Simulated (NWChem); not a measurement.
# N2 (SMILES N#N): levels of theory compared

We compute a comparison of 5 runs (HF/STO-3G, HF/3-21G, B3LYP/6-31G*, CR-CCSD(T)/def2-TZVPPD) of N2. 

The results are computed with NWChem 7.3.0.

**1. The structure to begin with**

The species is N2 (2 atoms), meant as a singlet with charge 0. As SMILES, `N#N`. The coordinates come from a PBE0-D4/def2-TZVP relaxation.

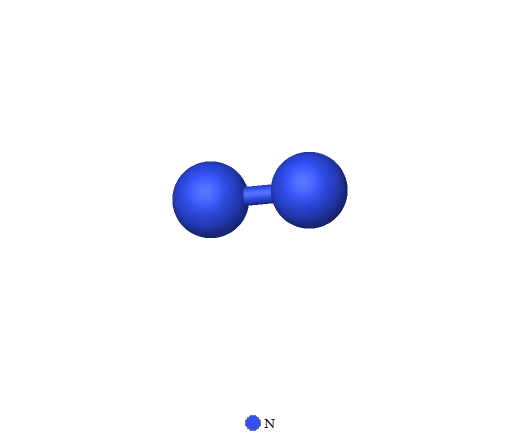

The structure, seen from a chosen angle (nitrogen blue).

**2. Energy and gradient at HF/STO-3G (run 1)**

The input, run.py:

```python
from ase import Atoms
from ase.calculators.nwchem import NWChem

system = Atoms('NN', positions=[
    [0.465500, -0.150300, 0.239800],
    [-0.465500, 0.150300, -0.239800],
])

calc = NWChem(
    label='work',
    theory='scf',
    memory='2200 mb',
    basis='STO-3G',
    basispar='spherical bse',
    scf={'nopen': '0', 'rhf': None, 'thresh': '1e-08', 'maxiter': '80'},
)
system.calc = calc

forces = system.get_forces()
print("Total energy (eV):", round(system.get_potential_energy(), 6))
print("forces (eV/A):")
for s, f in zip(system.symbols, forces):
    print(f"{s:2s} {f[0]:10.5f} {f[1]:10.5f} {f[2]:10.5f}")
print("dipole (e A):", system.get_dipole_moment().round(4))
```

Launch:

```bash
$ export ASE_NWCHEM_COMMAND="nwchem PREFIX.nwi > PREFIX.nwo"
$ python run.py
```

Output:

```text
Total energy (eV): -2925.043866
forces (eV/A):
N     8.00415   -2.58437    4.12333
N    -8.00415    2.58437   -4.12333
dipole (e A): [-0.  0.  0.]
```

The calculator wrote work.nwi:

```
title "work"

permanent_dir work

scratch_dir work

start work

geometry units angstrom nocenter noautosym noautoz
  N  4.6550000000000002e-01 -1.5029999999999999e-01 2.3980000000000001e-01
  N  -4.6550000000000002e-01 1.5029999999999999e-01 -2.3980000000000001e-01
end

memory 2200 mb

basis spherical bse noprint
   * library STO-3G
end

scf
  nopen 0
  rhf
  thresh 1e-08
  maxiter 80
end

task scf gradient
```

work.nwo, cut to the lines that bear on the results:

```text
[...]
      One-electron energy =   -192.762680748425
[... 1 line left out ...]
 Nuclear repulsion energy =     23.798343493223
[... 18 lines left out ...]
                       ROHF Final Molecular Orbital Analysis
[... 90 lines left out ...]
       Multipole analysis of the density wrt the origin
[...]
  wavefunction    =   RHF
                         RHF ENERGY GRADIENTS
    atom               coordinates                        gradient
                 x          y          z           x          y          z
   1 N       0.879667  -0.284026   0.453156   -0.155656   0.050258  -0.080186
   2 N      -0.879667   0.284026  -0.453156    0.155656  -0.050258   0.080186
[...]
```

Run time: 1.1 s. Hardware: 1 thread of Intel Xeon Platinum 8488C (Sapphire Rapids), shared host; peak memory 0.097 GiB.

**3. Energy and gradient at HF/3-21G (run 2)**

The input, n2.nw:

```
start n2
title "N2"
memory total 2200 mb

geometry units au noautosym nocenter noautoz
 N   0.87966751 -0.28402584  0.45315632
 N  -0.87966751  0.28402584 -0.45315632
end

basis spherical bse
 N library 3-21G
end

scf
 thresh 1e-08
 maxiter 80
end

task scf gradient
```

Launch:

```bash
$ nwchem n2.nw > n2.out
```

Output:

```text
[...]
  functions       =    18
[...]
  wavefunction    = RHF
[...]
         Total SCF energy =   -108.300809986784
      One-electron energy =   -193.506127409855
      Two-electron energy =     61.406975597578
 Nuclear repulsion energy =     23.798341825492
        Time for solution =      0.0s
[...]
                         RHF ENERGY GRADIENTS
    atom               coordinates                        gradient
                 x          y          z           x          y          z
   1 N       0.879668  -0.284026   0.453156    0.019151  -0.006183   0.009865
   2 N      -0.879668   0.284026  -0.453156   -0.019151   0.006183  -0.009865
[...]
```

Wall time 0.62 s (1 thread of Intel Xeon Platinum 8488C (Sapphire Rapids), shared host); peak memory 0.099 GiB.

Runs 3 to 4 aren't shown in full; the table further down has their settings and results.

**4. A single-point energy at CR-CCSD(T)/def2-TZVPPD (run 5)**

The input, n2.nw:

```
start n2
memory stack 880 mb heap 220 mb global 1100 mb
geometry noautosym nocenter noautoz
  N      0.465500    -0.150300     0.239800
  N     -0.465500     0.150300    -0.239800
end
basis spherical bse
  * library def2-TZVPPD
end
scf
  thresh 1e-08
  maxiter 80
  noprint "final vectors analysis"
end
tce
  scf
  cr-ccsd(t)
  freeze core 2
  maxiter 60
end
task tce energy
```

Launch:

```bash
$ nwchem n2.nw > n2.out
```

Output:

```text
[...]
  functions       =    74
[...]
  wavefunction    = RHF
[...]
         Total SCF energy =   -108.989875132144
      One-electron energy =   -194.610076742530
      Two-electron energy =     61.821858117163
 Nuclear repulsion energy =     23.798343493223
        Time for solution =      3.5s
[...]
         Wavefunction type : Restricted Hartree-Fock
          No. of electrons :    14
[...]
         Spin multiplicity : singlet
[...]
 CCSD total energy / hartree       =      -109.360367507577436
[...]
 CR-CCSD[T] total energy / hartree       =      -109.375867505240635
[...]
 CR-CCSD(T) total energy / hartree       =      -109.375211514817437
[...]
```

It took 33 s on 1 thread of Intel Xeon Platinum 8488C (Sapphire Rapids), shared host; peak memory 0.89 GiB.

**5. All runs side by side**

```tsv
run	level	iteration cap	module	energy (Eh)	dipole moment (D)	HOMO energy (eV)	LUMO energy (eV)	wall time
1	HF/STO-3G	80	scf	-107.493380	0.00	-14.74	7.75	1.1 s
2	HF/3-21G	80	scf	-108.300810	0.00	-16.75	4.96	0.62 s
3	B3LYP/6-31G* (spherical functions)	100	dft	-109.519982	0.00	–	–	1.9 s
4	B3LYP/6-31G* (Cartesian functions)	100	dft	-109.523376	0.00	-11.63	-0.45	1.9 s
5	CR-CCSD(T)/def2-TZVPPD	80	tce	-109.375212	–	–	–	33 s
```

**6. Results**

| quantity | value |
| --- | --- |
| run 5: total energy | -109.37521 Eh |
| run 5: correlation energy (2 core orbitals frozen) | -385.3 mEh |

In words: Over runs 1, 2, 4 the HOMO–LUMO gap runs from 11.18 eV (B3LYP/6-31G*) to 22.49 eV (HF/STO-3G). The two ends differ in method and basis. In run 1 the basis is minimal, so the values are rough. All runs together took 39 s, the longest 33 s.
